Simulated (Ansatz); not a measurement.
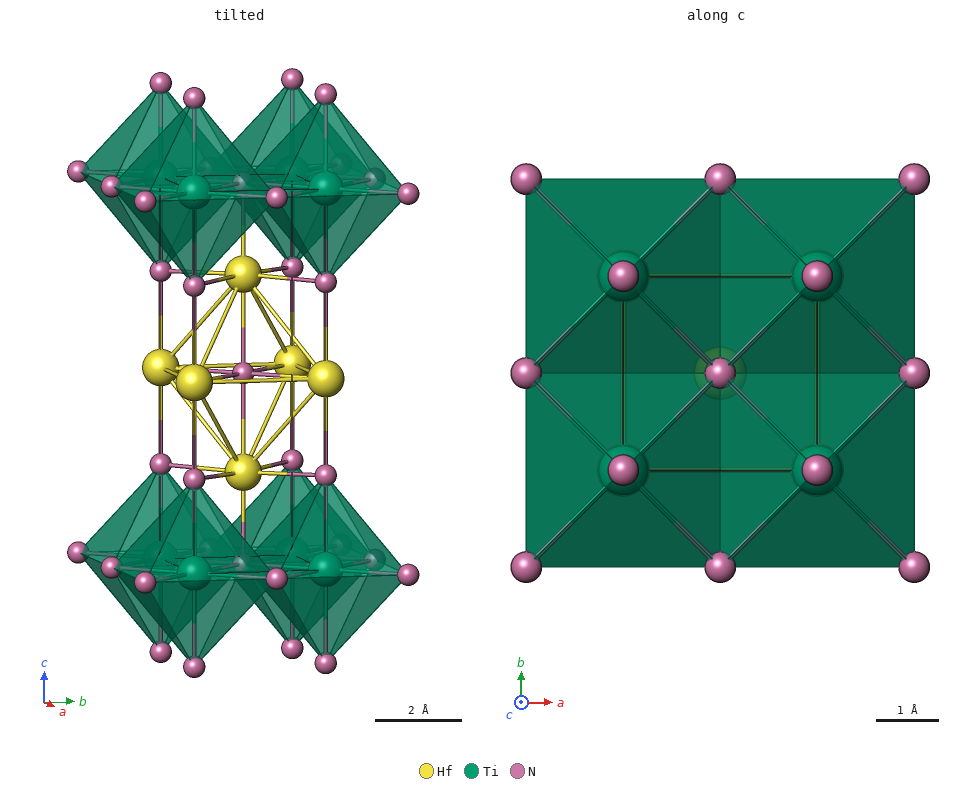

Structure drawing (polyhedral), viewed slightly off an axis and along the c axis. The lines enclose the conventional unit cell; boundary atoms appear with their images. Some atoms of the next cells are drawn as well.

Hf3TiN4, space group P4/mmm (No. 123), a = 3.176 Å, b = 3.176 Å, c = 8.978 Å, α = 90.00°, β = 90.00°, γ = 90.00°. It goes back to a structure type filled with these elements by a generator (whether the compound takes this form wasn't checked). Earlier steps of the study, as a rule a relaxation of our own, may have changed the cell and positions, so they can lie some per cent off the listed ones. Ansatz was used for an electronic-structure calculation on it.

This one geometry was computed with Ansatz (DFT, plane waves, PAW) at three levels of theory: PBE with spin-orbit coupling, PBE and r2SCAN.

Question: Which level gives the highest pressure at this volume, and what does that say about its equilibrium volume?

Answer: Highest: PBE with spin-orbit coupling (-0.3 GPa) and PBE (0.0 GPa), which points to the largest equilibrium volume. Lowest, with the smallest volume: r2SCAN (-3.8 GPa). Levels within 0.5 GPa of each other can't be told apart.

Question: How does the band gap change with the level of theory?

Answer: All levels give a metal.

Question: Collect the results in a table.

Answer:
| level | cutoff (eV) | k-mesh of the run's cell | gap (eV) | pressure (GPa) |
| --- | --- | --- | --- | --- |
| PBE with spin-orbit coupling | 420 | 12×12×4 | metal | -0.3 |
| PBE | 420 | 12×12×4 | metal | 0.0 |
| r2SCAN | 500 | 12×12×4 | metal | -3.8 |

Gaps are taken on the k-mesh or band path of each run.
